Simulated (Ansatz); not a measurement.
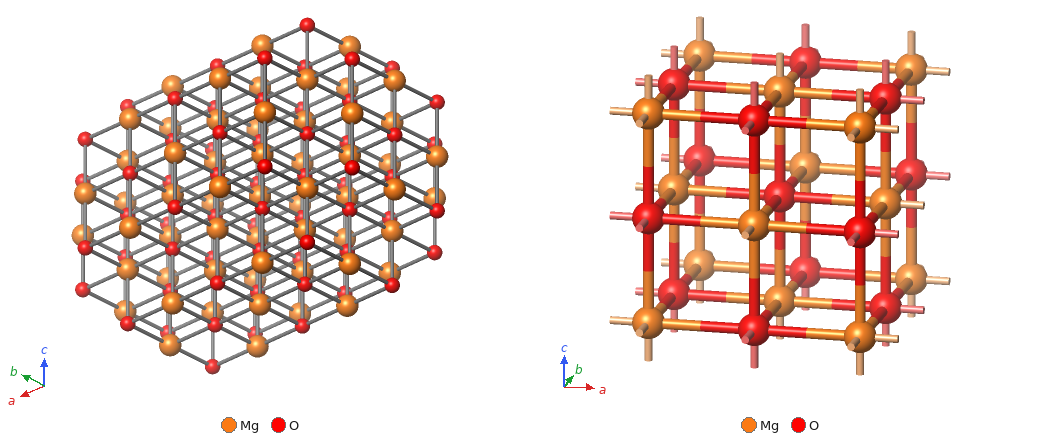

Left: the structure. Right: its underlying net. Nodes are coloured by element. Edges to nodes outside the piece are drawn as stubs.

MgO (space group Fm-3m, No. 225): the end point of a relaxation with DFT PBE, scalar-relativistic, plane waves, PAW in Ansatz 0.2.0.

Bonds are taken as Mg–O below 2.4 Å; no other contact counts. Atoms with one bond or none are removed and atoms with two bonds are replaced by edges, until no such atom is left.

The result is a uninodal 6-connected, three-periodic net: Mg and O are 6-connected nodes. It is the pcu net, known from NaCl, ReO3 and the B-X framework of perovskite. It is a single net, without interpenetration.

| node | links | point symbol | coordination sequence |
| --- | --- | --- | --- |
| Mg and O | 6 | 4¹²·6³ | 6 18 38 66 |
